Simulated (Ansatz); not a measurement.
# CH₄Ge (triplet): correlated methods under varied settings at a displaced geometry (v1)

Aim: run CH₄Ge (triplet) at one geometry under a spread of methods and options, and see what each costs and gives.

Method: the settings change from run to run; program: Ansatz 0.2.0, Gaussian basis.

16 further runs of the same task are left out: 5 that didn't finish, 11 set aside as unsound or not needed.

**1. The system**

The geometry is a PBE0/def2-TZVP stationary point (not a proven minimum) with its atoms shifted at random (size 0.040 Å). No spin-orbit coupling is included. The filled d shell of Ge may be among the frozen orbitals whatever the setting's name suggests; the logs give the count.

6 atoms, charge 0, spin multiplicity 3.

Atoms are counted from 1 here; the program's logs count them from 0.

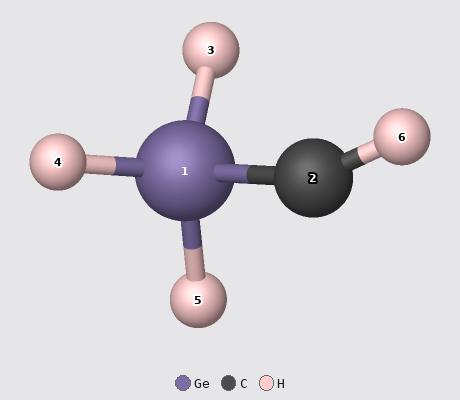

The geometry (germanium purple, carbon dark grey, hydrogen pink); atoms are numbered from 1 in the order of the file.

**2. MP2 on ROHF/cc-pVDZ**

in.yaml reads:

```yaml
crystal:
  periodic: [false, false, false]
  atoms:
    - {symbol: Ge, position_ang: [0.001714, 0.012838, 0.275082]}
    - {symbol: C, position_ang: [0.000881, -0.124081, -1.631890]}
    - {symbol: H, position_ang: [0.048846, 1.535722, 0.650906]}
    - {symbol: H, position_ang: [1.197626, -0.701971, 0.812070]}
    - {symbol: H, position_ang: [-1.347875, -0.685791, 0.760581]}
    - {symbol: H, position_ang: [-0.032606, 0.405409, -2.602371]}
basis:
  gaussian: {orbitals: cc-pVDZ}
magnetization: {spin_polarized: false, initial_magnetization: 2}
correlation: {method: mp2, electrons: valence}
```

On the command line:

```
> ansatz run in.yaml --threads 1 --pin off --events-out ev --progress --plain --max-ram 2393MiB
```

The log of the run:

```text
Functional definition: HF
  name "HF"
  cite "Fock, Z. Phys. 61, 126 (1930) doi:10.1007/BF01340294"
  parent pbe
  exchange = exact_x
  correlation = 0
632 factors; integrals over basis functions are off by at most 8.7e-4 eV
mean field evaluation 1: about -57562.0028 eV, gradient 1.3e1 eV
mean field evaluation 2: about -57562.0057 eV, gradient 1.3e1 eV
mean field evaluation 4: about -57563.4151 eV, gradient 2.2e0 eV
mean field evaluation 8: about -57563.4451 eV, gradient 1.1e-3 eV
mean field -57563.44511519 eV, -2115.4175900788 hartree, gradient 3.1e-6 eV, S^2 2.000000; 0 other end points of the search recorded, 0 dependent functions left out
mean field evaluation 16: about -57563.6412 eV, gradient 6.1e-1 eV
10 core orbitals not correlated: weight in the atoms' cores, before any rotation towards them, 1.000 or more for the frozen orbitals, at most 0.000 for the correlated occupied ones
reference -57563.44511519 eV, -2115.4175900788 hartree; 12, 10 occupied and 39, 41 virtual orbitals, 632 factors
second order -5.71582623 eV of doubles, -0.10771520 eV of singles
Total energy: -57569.26865662 eV, -2115.6316012791 hartree
```

Wall time 1.6 s (1 thread of Intel Xeon Platinum 8259CL at 2.50GHz, shared host).

**3. MP2 on ROHF/STO-3G**

Edit in.yaml of step 2 so:

```diff
@@ -10,4 +10,4 @@
 basis:
-  gaussian: {orbitals: cc-pVDZ}
+  gaussian: {orbitals: STO-3G}
 magnetization: {spin_polarized: false, initial_magnetization: 2}
-correlation: {method: mp2, electrons: valence}
+correlation: {method: mp2, electrons: outside_noble_gas}
```

The command is unchanged.

The log of the run:

```text
Functional definition: HF
  name "HF"
  cite "Fock, Z. Phys. 61, 126 (1930) doi:10.1007/BF01340294"
  parent pbe
  exchange = exact_x
  correlation = 0
295 factors; integrals over basis functions are off by at most 3.6e-5 eV
mean field evaluation 1: about -56908.1695 eV, gradient 9.7e0 eV
mean field evaluation 2: about -56908.1816 eV, gradient 9.6e0 eV
mean field evaluation 4: about -56909.1532 eV, gradient 8.4e-1 eV
mean field evaluation 8: about -56909.1617 eV, gradient 2.7e-5 eV
mean field -56909.16174161 eV, -2091.3731195890 hartree, gradient 2.0e-6 eV, S^2 2.000000; 0 other end points of the search recorded, 0 dependent functions left out
mean field evaluation 16: about -56909.3935 eV, gradient 4.3e-1 eV
15 core orbitals not correlated, not the lowest: weight in the atoms' cores, before any rotation towards them, 0.885 or more for the frozen orbitals, at most 0.121 for the correlated occupied ones
reference -56909.16174161 eV, -2091.3731195890 hartree; 7, 5 occupied and 5, 7 virtual orbitals, 295 factors
second order -1.61880080 eV of doubles, -0.10009204 eV of singles
Total energy: -56910.88063446 eV, -2091.4362877360 hartree
```

It took 0.3 s on 1 thread of Intel Xeon Platinum 8259CL at 2.50GHz, shared host.

**4. CCSD(T) on ROHF/STO-3G**

Edit in.yaml of step 3 so:

```diff
@@ -12,2 +12,2 @@
 magnetization: {spin_polarized: false, initial_magnetization: 2}
-correlation: {method: mp2, electrons: outside_noble_gas}
+correlation: {method: ccsd_t, electrons: outside_noble_gas}
```

Launched as before.

The log of the run, shortened:

```text
Functional definition: HF
  name "HF"
  cite "Fock, Z. Phys. 61, 126 (1930) doi:10.1007/BF01340294"
  parent pbe
[...]
295 factors; integrals over basis functions are off by at most 3.6e-5 eV
[...]
mean field -56909.16174161 eV, -2091.3731195890 hartree, gradient 2.0e-6 eV, S^2 2.000000; 0 other end points of the search recorded, 0 dependent functions left out
15 core orbitals not correlated, not the lowest: weight in the atoms' cores, before any rotation towards them, 0.885 or more for the frozen orbitals, at most 0.121 for the correlated occupied ones
reference -56909.16174161 eV, -2091.3731195890 hartree; 7, 5 occupied and 5, 7 virtual orbitals, 295 factors
second order -1.61880080 eV of doubles, -0.10009204 eV of singles
cycle   1  -2.28811834 eV  change   -5.6e-1 eV  update   6.6e-2
[...]
cycle  10  -2.64814651 eV  change   -8.2e-6 eV  update   7.2e-6
perturbative correction -0.02034796 eV, -0.0007477739 hartree
Total energy: -56911.83023608 eV, -2091.4711849519 hartree
```

Wall time 0.39 s (1 thread of Intel Xeon Platinum 8259CL at 2.50GHz, shared host).

From the report: correlation -2.6685 eV; T1 0.021; largest double amplitude 0.05.

**5. CCSD(T) on UHF/cc-pVDZ**

Edit in.yaml of step 4 so:

```diff
@@ -10,4 +10,4 @@
 basis:
-  gaussian: {orbitals: STO-3G}
-magnetization: {spin_polarized: false, initial_magnetization: 2}
-correlation: {method: ccsd_t, electrons: outside_noble_gas}
+  gaussian: {orbitals: cc-pVDZ}
+magnetization: {spin_polarized: true, initial_magnetization: 2}
+correlation: {method: ccsd_t, electrons: valence}
```

Launched as before.

The log of the run, shortened:

```text
Functional definition: HF
  name "HF"
  cite "Fock, Z. Phys. 61, 126 (1930) doi:10.1007/BF01340294"
  parent pbe
[...]
632 factors; integrals over basis functions are off by at most 8.7e-4 eV
[...]
mean field -57563.65031919 eV, -2115.4251311868 hartree, gradient 1.8e-6 eV, S^2 2.026064; 0 other end points of the search recorded, 0 dependent functions left out
10 core orbitals not correlated: weight in the atoms' cores, before any rotation towards them, 1.000 or more for the frozen orbitals, at most 0.000 for the correlated occupied ones
reference -57563.65031919 eV, -2115.4251311868 hartree; 12, 10 occupied and 39, 41 virtual orbitals, 632 factors
second order -5.63203377 eV of doubles, -0.00000000 eV of singles
cycle   1  -6.42090910 eV  change   -7.9e-1 eV  update   6.8e-2
[...]
cycle   9  -6.75525615 eV  change    2.2e-5 eV  update   2.4e-5
perturbative correction -0.16627985 eV, -0.0061106719 hartree
Total energy: -57570.57185519 eV, -2115.6794929432 hartree
```

It took 5 s on 1 thread of Intel Xeon Platinum 8259CL at 2.50GHz, shared host.

From the report: ⟨S²⟩ of the determinant 2.026 (pure triplet: 2.00); correlation -6.9215 eV; T1 0.011; largest double amplitude 0.02.

**6. MP2 on ROHF/cc-pVDZ**

Edit in.yaml of step 5 so:

```diff
@@ -11,3 +11,3 @@
   gaussian: {orbitals: cc-pVDZ}
-magnetization: {spin_polarized: true, initial_magnetization: 2}
-correlation: {method: ccsd_t, electrons: valence}
+magnetization: {spin_polarized: false, initial_magnetization: 2}
+correlation: {method: mp2, electrons: outside_noble_gas}
```

Same command.

The log of the run:

```text
Functional definition: HF
  name "HF"
  cite "Fock, Z. Phys. 61, 126 (1930) doi:10.1007/BF01340294"
  parent pbe
  exchange = exact_x
  correlation = 0
632 factors; integrals over basis functions are off by at most 8.7e-4 eV
mean field evaluation 1: about -57562.0028 eV, gradient 1.3e1 eV
mean field evaluation 2: about -57562.0057 eV, gradient 1.3e1 eV
mean field evaluation 4: about -57563.4151 eV, gradient 2.2e0 eV
mean field evaluation 8: about -57563.4451 eV, gradient 1.1e-3 eV
mean field -57563.44511519 eV, -2115.4175900788 hartree, gradient 3.1e-6 eV, S^2 2.000000; 0 other end points of the search recorded, 0 dependent functions left out
mean field evaluation 16: about -57563.6412 eV, gradient 6.1e-1 eV
15 core orbitals not correlated: weight in the atoms' cores, before any rotation towards them, 0.999 or more for the frozen orbitals, at most 0.001 for the correlated occupied ones
reference -57563.44511519 eV, -2115.4175900788 hartree; 7, 5 occupied and 39, 41 virtual orbitals, 632 factors
second order -5.14147738 eV of doubles, -0.10759583 eV of singles
Total energy: -57568.69418840 eV, -2115.6104899613 hartree
```

Run time: 1.6 s. Hardware: 1 thread of Intel Xeon Platinum 8259CL at 2.50GHz, shared host.

**7. CCSD/cc-pVDZ**

Edit in.yaml of step 6 so:

```diff
@@ -11,3 +11,5 @@
   gaussian: {orbitals: cc-pVDZ}
-magnetization: {spin_polarized: false, initial_magnetization: 2}
-correlation: {method: mp2, electrons: outside_noble_gas}
+magnetization: {spin_polarized: true, initial_magnetization: 2}
+hamiltonian: {xc: {name: PBE0}, pseudopotentials: {relativity: none}}
+correlation: {method: ccsd, electrons: outside_noble_gas}
+output: {forces: true}
```

Same command.

The log of the run, shortened:

```text
Functional definition: PBE0
  name "PBE0"
  cite "Adamo & Barone, J. Chem. Phys. 110, 6158 (1999) doi:10.1063/1.478522"
  cite "Perdew, Burke & Ernzerhof, Phys. Rev. Lett. 77, 3865 (1996) doi:10.1103/PhysRevLett.77.3865"
  parent pbe
[...]
632 factors; integrals over basis functions are off by at most 8.7e-4 eV
[...]
mean field -57606.92586065 eV, -2117.0154780020 hartree, gradient 2.6e-6 eV, S^2 2.010800; 0 other end points of the search recorded, 0 dependent functions left out
15 core orbitals not correlated: weight in the atoms' cores, before any rotation towards them, 0.999 or more for the frozen orbitals, at most 0.000 for the correlated occupied ones
reference -57563.19488551 eV, -2115.4083943075 hartree; 7, 5 occupied and 39, 41 virtual orbitals, 632 factors
second order -5.30098420 eV of doubles, -0.21802491 eV of singles
cycle   1  -6.21253538 eV  change   -7.0e-1 eV  update   5.9e-2
[...]
cycle  11  -6.47659303 eV  change   -1.1e-8 eV  update   2.6e-6
[...]
Total energy: -57569.67147854 eV, -2115.6464047114 hartree
Atom 0 at     0.001714     0.012838     0.275082 Å, force    -1.396356     0.462193     0.016928 eV/Å
Atom 1 at     0.000881    -0.124081    -1.631890 Å, force     0.060282     0.086754    -0.786013 eV/Å
Atom 2 at     0.048846     1.535722     0.650906 Å, force    -0.070398    -0.394100     0.060915 eV/Å
Atom 3 at     1.197626    -0.701971     0.812070 Å, force     0.708156    -0.442401     0.442849 eV/Å
Atom 4 at    -1.347875    -0.685791     0.760581 Å, force     0.693763     0.415858    -0.029307 eV/Å
Atom 5 at    -0.032606     0.405409    -2.602371 Å, force     0.004554    -0.128303     0.294628 eV/Å
Dipole moment:     0.026012     0.085607     0.024243 e Å
```

Wall time 10 s (1 thread of Intel Xeon Platinum 8259CL at 2.50GHz, shared host).

From the report: ⟨S²⟩ of the determinant 2.011 (pure triplet: 2.00); correlation -6.4766 eV; T1 0.016; largest double amplitude 0.02. The orbitals are Kohn-Sham ones, so correlation energy and T1 don't compare with those on Hartree-Fock orbitals.

**8. CASSCF(4,8)/6-31G**

Edit in.yaml of step 7 so:

```diff
@@ -10,6 +10,4 @@
 basis:
-  gaussian: {orbitals: cc-pVDZ}
-magnetization: {spin_polarized: true, initial_magnetization: 2}
-hamiltonian: {xc: {name: PBE0}, pseudopotentials: {relativity: none}}
-correlation: {method: ccsd, electrons: outside_noble_gas}
-output: {forces: true}
+  gaussian: {orbitals: 6-31G}
+magnetization: {spin_polarized: false, initial_magnetization: 2}
+correlation: {active_space: {window: {electrons: 4, orbitals: 8}}}
```

Launched as before.

The log of the run, shortened:

```text
Functional definition: HF
  name "HF"
  cite "Fock, Z. Phys. 61, 126 (1930) doi:10.1007/BF01340294"
  parent pbe
[...]
505 factors; integrals over basis functions are off by at most 4.4e-4 eV
[...]
mean field -57554.31881821 eV, -2115.0822048508 hartree, gradient 2.8e-6 eV, S^2 2.000000; 0 other end points of the search recorded, 0 dependent functions left out
reference -57554.31881821 eV, -2115.0822048508 hartree; 22, 20 occupied and 24, 26 virtual orbitals, 505 factors
state -57555.35027791 eV, -2115.1201102955 hartree
[...]
Total energy: -57555.35027791 eV, -2115.1201102955 hartree
```

It took 9.5 s on 1 thread of Intel Xeon Platinum 8259CL at 2.50GHz, shared host.

From the report: 784 determinants; active occupations 1.97, 1.00, 1.00, 0.03, 0.01, 0.00, 0.00, 0.00.

**9. CCSD/cc-pVDZ**

Edit in.yaml of step 8 so:

```diff
@@ -10,4 +10,7 @@
 basis:
-  gaussian: {orbitals: 6-31G}
+  gaussian: {orbitals: cc-pVDZ}
 magnetization: {spin_polarized: false, initial_magnetization: 2}
-correlation: {active_space: {window: {electrons: 4, orbitals: 8}}}
+hamiltonian: {xc: {name: PBE}}
+correlation: {method: ccsd, electrons: valence}
+accuracy: high
+scf: {lower_state_search: light}
```

Same command.

The log of the run, shortened:

```text
Functional definition: PBE
  name "PBE"
  cite "Perdew, Burke & Ernzerhof, Phys. Rev. Lett. 77, 3865 (1996) doi:10.1103/PhysRevLett.77.3865"
  parent pbe
[...]
1368 factors; integrals over basis functions are off by at most 4.4e-9 eV
[...]
mean field -57604.94254185 eV, -2116.9425923805 hartree, gradient 1.6e-8 eV, S^2 2.000000; 0 other end points of the search recorded, 0 dependent functions left out
[...]
10 core orbitals not correlated: weight in the atoms' cores, before any rotation towards them, 1.000 or more for the frozen orbitals, at most 0.000 for the correlated occupied ones
reference -57562.62611517 eV, -2115.3874923831 hartree; 12, 10 occupied and 39, 41 virtual orbitals, 1368 factors
second order -6.20706856 eV of doubles, -0.71166645 eV of singles
cycle   1  -7.38449579 eV  change   -4.7e-1 eV  update   6.7e-2
[...]
cycle  21  -7.70485106 eV  change   3.0e-10 eV  update   2.7e-9
Total energy: -57570.33096623 eV, -2115.6706404371 hartree
```

Wall time 15 s (1 thread of Intel Xeon Platinum 8259CL at 2.50GHz, shared host); peak memory 0.39 GiB.

From the report: correlation -7.7049 eV; T1 0.023; largest double amplitude 0.02. The orbitals are Kohn-Sham ones, so correlation energy and T1 don't compare with those on Hartree-Fock orbitals.

**10. CCSD on UHF/cc-pVDZ**

Edit in.yaml of step 9 so:

```diff
@@ -11,6 +11,4 @@
   gaussian: {orbitals: cc-pVDZ}
-magnetization: {spin_polarized: false, initial_magnetization: 2}
-hamiltonian: {xc: {name: PBE}}
-correlation: {method: ccsd, electrons: valence}
-accuracy: high
-scf: {lower_state_search: light}
+magnetization: {spin_polarized: true, initial_magnetization: 2}
+correlation: {method: ccsd, electrons: outside_noble_gas}
+output: {forces: true}
```

Launched as before.

The log of the run, shortened:

```text
Functional definition: HF
  name "HF"
  cite "Fock, Z. Phys. 61, 126 (1930) doi:10.1007/BF01340294"
  parent pbe
[...]
632 factors; integrals over basis functions are off by at most 8.7e-4 eV
[...]
mean field -57563.65031919 eV, -2115.4251311868 hartree, gradient 1.8e-6 eV, S^2 2.026064; 0 other end points of the search recorded, 0 dependent functions left out
15 core orbitals not correlated: weight in the atoms' cores, before any rotation towards them, 0.999 or more for the frozen orbitals, at most 0.001 for the correlated occupied ones
reference -57563.65031919 eV, -2115.4251311868 hartree; 7, 5 occupied and 39, 41 virtual orbitals, 632 factors
second order -5.05735214 eV of doubles, -0.00000000 eV of singles
cycle   1  -5.87956740 eV  change   -8.2e-1 eV  update   6.5e-2
[...]
cycle  12  -6.19304401 eV  change   -1.0e-7 eV  update   1.5e-6
[...]
Total energy: -57569.84336320 eV, -2115.6527213564 hartree
Atom 0 at     0.001714     0.012838     0.275082 Å, force    -1.394669     0.459297     0.000153 eV/Å
Atom 1 at     0.000881    -0.124081    -1.631890 Å, force     0.060396     0.088563    -0.763076 eV/Å
Atom 2 at     0.048846     1.535722     0.650906 Å, force    -0.070606    -0.401253     0.059654 eV/Å
Atom 3 at     1.197626    -0.701971     0.812070 Å, force     0.700151    -0.437751     0.440487 eV/Å
Atom 4 at    -1.347875    -0.685791     0.760581 Å, force     0.700331     0.419173    -0.030725 eV/Å
Atom 5 at    -0.032606     0.405409    -2.602371 Å, force     0.004397    -0.128029     0.293507 eV/Å
Dipole moment:     0.025897     0.085757     0.024544 e Å
```

Run time: 6.5 s. Hardware: 1 thread of Intel Xeon Platinum 8259CL at 2.50GHz, shared host.

From the report: ⟨S²⟩ of the determinant 2.026 (pure triplet: 2.00); correlation -6.1930 eV; T1 0.013; largest double amplitude 0.02.

**11. The runs in one table**

Where basis and cores are those of an earlier UCCSDT(Q)/cc-pVDZ run (-57570.0109 eV), and the state is the same kind, the miss against it is given.

```tsv
level	correlated	functions	energy (eV)	from UCCSDT(Q) (meV)	time
MP2 on ROHF/cc-pVDZ	valence	61	-57569.2687		1.6 s
MP2 on ROHF/STO-3G	outside noble gas	27	-56910.8806		0.3 s
CCSD(T) on ROHF/STO-3G	outside noble gas	27	-56911.8302		0.39 s
CCSD(T) on UHF/cc-pVDZ	valence	61	-57570.5719		5 s
MP2 on ROHF/cc-pVDZ	outside noble gas	61	-57568.6942	1316.7	1.6 s
CCSD/cc-pVDZ (on PBE0 orbitals)	outside noble gas	61	-57569.6715		10 s
CASSCF(4,8)/6-31G		46	-57555.3503		9.5 s
CCSD/cc-pVDZ (on PBE orbitals)	valence	61	-57570.3310		15 s
CCSD on UHF/cc-pVDZ	outside noble gas	61	-57569.8434	167.5	6.5 s
```

**12. Summary of results**

| quantity | value |
| --- | --- |
| runs | 9 |
| quickest | MP2 on ROHF/STO-3G, 0.3 s |
| slowest | CCSD/cc-pVDZ (on PBE orbitals), 15 s |

What this shows: Total energies in different bases, with other cores or another treatment of relativity can't be set against each other. CCSD/cc-pVDZ (on PBE orbitals) took 48 times as long as MP2 on ROHF/STO-3G; the jobs differ in more than the method. Among the correlated runs with a miss given, it spans +167 to +1317 meV.
